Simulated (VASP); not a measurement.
Band structure of ZrB2 (AlB2 type). Calculation: RPBE GGA, VASP's PBE PAW potentials (set 64) (plane waves; VASP).

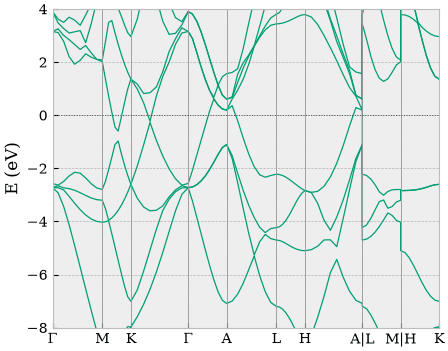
Figure: Bands along high-symmetry lines, zero at the valence-band maximum or, without a gap, the Fermi level

Read the plot: is there a gap, and where are the band edges?

It has no gap at this level: it comes out as a metal or semimetal. (Edges off the drawn lines would not show.)

The compound is ZrB2 in the AlB2 type structure. It was relaxed first.
